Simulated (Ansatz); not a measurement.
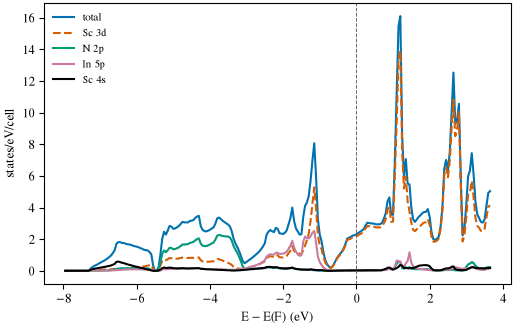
Total and projected density of states of Sc3InN (anti-perovskite, Pm-3m), PBEsol in the plane-wave PAW code Ansatz

Task: Which orbitals carry the states next to the Fermi level?

Result: Within 0.5 eV of the Fermi level: Sc 3d 94 %. Projections are on Löwdin-orthogonalised atomic valence shells; empty p or d shells of many metals are not among them.

Task: Where is the tallest occupied peak in this window, and what makes it?

Result: Near -1.1 eV, about 8.1 states/eV per cell; the largest projected share is Sc 3d.

The workflow started from an entry of the Crystallography Open Database (COD). Whether it is the stable phase at ambient conditions was not checked. The cell was relaxed with PBEsol under the symmetry of its start; whether a distortion lowers the energy is not shown. The run is not spin-polarised. With an odd number of electrons in the cell and no spin polarisation, the count alone makes it a metal. Scalar-relativistic: spin–orbit coupling is off unless named, which matters more the heavier the elements.

Potentials: the later of the program's two PAW sets.
